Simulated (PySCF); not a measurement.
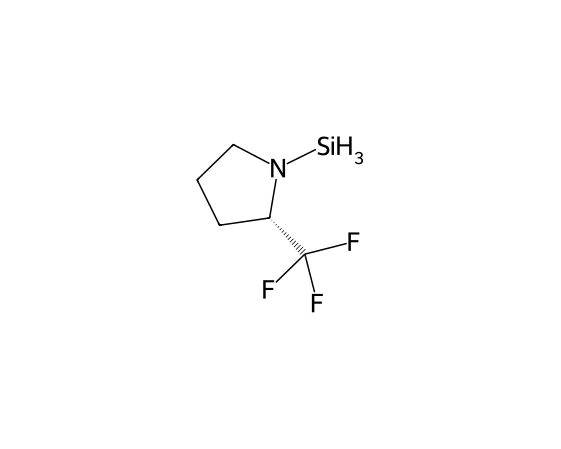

Computed geometry: GFN2-xTB optimisation. No frequency run is at hand to confirm it as a minimum. Level of theory: PBE0/pcSseg-1, gas phase (PySCF 2.14.0).

Predict the main results.

The species is C5H10F3NSi (`FC(F)(F)[C@@H]1CCCN1[SiH3]`).
- dipole moment: 2.40 D
- HOMO energy (Kohn–Sham orbital): −6.76 eV
- LUMO energy (Kohn–Sham orbital): 0.62 eV
- HOMO–LUMO gap: 7.38 eV

The geometry is semi-empirical. Around Si such bond lengths and angles can be off by a tenth of an ångström or more and by several degrees, and values that hang on the shape move with them.
